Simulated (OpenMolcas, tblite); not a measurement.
SiN2H6 (SMILES NN[SiH3]): methods side by side

SiN2H6: 9 atoms, total charge 0, spin state singlet. As SMILES, `NN[SiH3]`. The coordinates come from a PBE0-D4/def2-TZVP relaxation. This is one conformer, not always the lowest.

Each level gives the vertical electron affinity (to the doublet anion) (eV). The values are calculated.

The electron affinity is E(neutral) − E(anion): positive where the electron is bound.

```
           level             kind     program  value (eV)  CPU time (all runs)
       IPEA1-xTB   semi-empirical      tblite        3.83            under 2 s
    HF/6-311+G**     Hartree–Fock  OpenMolcas       -1.71                 38 s
 SVWN5/6-311+G**              LDA  OpenMolcas       -0.74                 89 s
revPBE/6-311+G**              GGA  OpenMolcas       -0.96              2.7 min
  TPSS/6-311+G**         meta-GGA  OpenMolcas       -1.07              4.1 min
M06-2X/6-311+G**  hybrid meta-GGA  OpenMolcas       -1.10                4 min
```

Where it was recorded, the anion's HOMO is positive in HF/6-311+G**, SVWN5/6-311+G**, revPBE/6-311+G**, TPSS/6-311+G**, M06-2X/6-311+G**: a fault of the level (basis or self-interaction), which says nothing on whether the real anion is bound. The values span -1.71 to 3.83 eV. The xTB values lack the empirical shift that such differences need. Negative values mean that the anion is unbound at that level; they are set by how diffuse the basis is and aren't properties of the molecule, whose anion may well be bound. CPU times are rough (shared hosts, several kinds of processor and program).

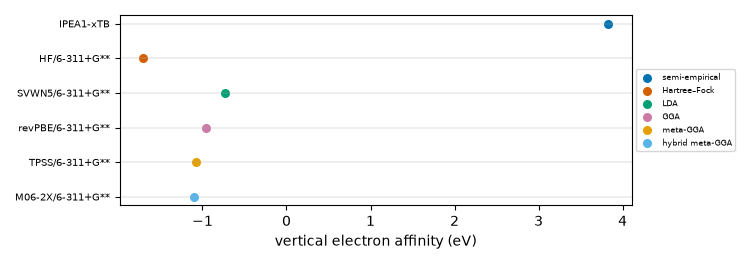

The values of the table, level by level.
